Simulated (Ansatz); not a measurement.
**SiH$_{4}$···HCl: density, localisation and related maps**

The calculation's input:

```
crystal:
  periodic: [false, false, false]
  atoms:
    - { symbol: Si, position_ang: [-0.395263, 0.0, -0.414568] }
    - { symbol: Cl, position_ang: [0.084195, 0.0, 2.895785] }
    - { symbol: H, position_ang: [0.973596, 0.0, 0.182575] }
    - { symbol: H, position_ang: [-0.5576, 1.22657, -1.269781] }
    - { symbol: H, position_ang: [-0.5576, -1.22657, -1.269781] }
    - { symbol: H, position_ang: [-1.499885, 0.0, 0.564194] }
    - { symbol: H, position_ang: [-1.154143, 0.0, 2.394275] }
basis:
  gaussian: { orbitals: def2-SVP }
hamiltonian:
  xc: pbe
  dispersion: d4
relax:
  f_tol: 0.03
  max_steps: 50
output:
  orbitals: {}
```

Command:

```sh
ansatz run input.yaml --threads 1 --pin off --max-ram 2048MiB --backend cpu --events-out ev --progress --plain --runs-dir out
```

The fields are those of the run's last geometry, not of the input's.

All numbers below come from RKS PBE-D4/def2-SVP (Ansatz 0.2.0).

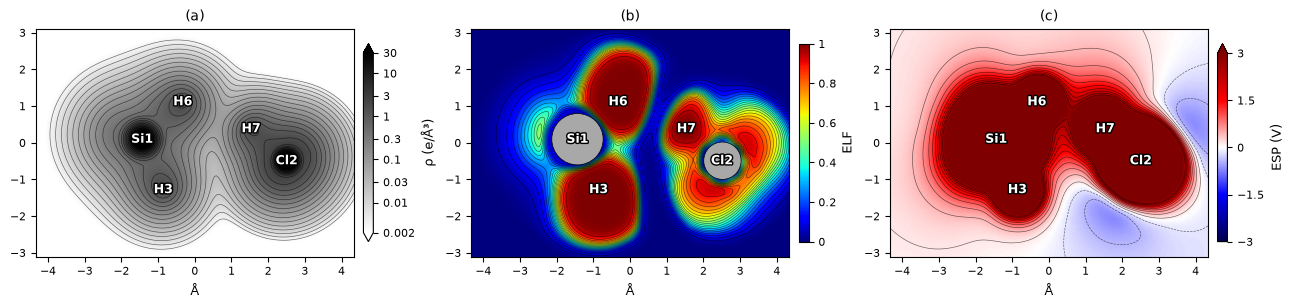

Figure 1. (a) total electron density; (b) electron localisation function; (c) molecular electrostatic potential on the plane of atoms H3, Si1 and H6. Grey discs cover the atomic cores in the ELF map.

> What do the fields say about this system?

The plane passes through Si, Cl and H nuclei.
H6···H7 (2.00 Å): the density falls to about 0.08 e/Å³ on the way; the ELF dips to about 0.05 between them.
Cl–H (1.30 Å): the density is about 1.8 e/Å³ at the midpoint; the ELF climbs to about 1 towards the hydrogen, as it does in any bond to H.
Si–H (1.50 Å): ρ at the midpoint is about 0.75 e/Å³; the ELF climbs to about 1 towards the hydrogen.
The ELF also peaks beside Cl2, away from the bonds: lone-pair regions.
Outside the dense part of the complex the potential is most negative (−0.7 V) near Cl2.

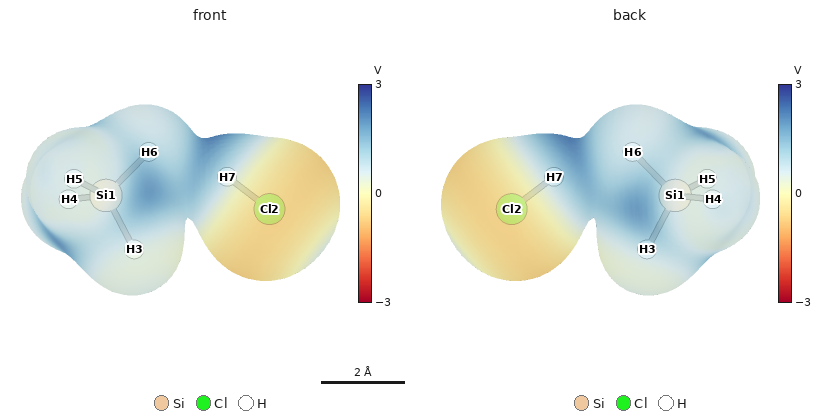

Figure 2. The electrostatic potential painted on the density surface at 0.004 e/bohr³, seen from the front and from behind; the colour scale runs from red (negative) to blue (positive).

> Where is the surface potential most negative and most positive?

The most negative region (about −0.7 V, or −16 kcal/mol for a unit charge) lies over Cl2, the most positive (about +2.2 V, or +51 kcal/mol for a unit charge) over H7. Cl2 shows a σ-hole: about +0.5 V, or +12 kcal/mol for a unit charge at the tip opposite its bond, against about −0.6 V, or −14 kcal/mol for a unit charge on its flanks.

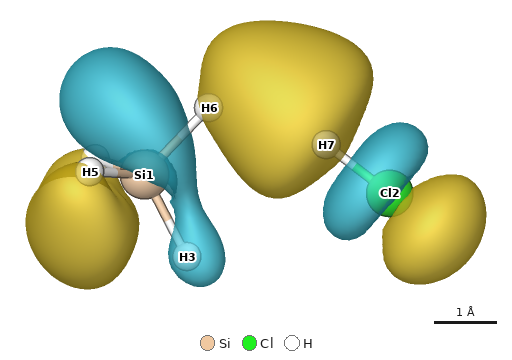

Figure 3. The LUMO at ±0.08 Å⁻³ᐟ² (yellow and cyan are the two phases), seen at a tilt.

> Where does this orbital lie, and at what energy?

It lies mainly on Si1 (about 30 %), Cl2 (about 25 %), H7 (about 25 %) and H6 (about 15 %). Its energy is −0.56 eV.
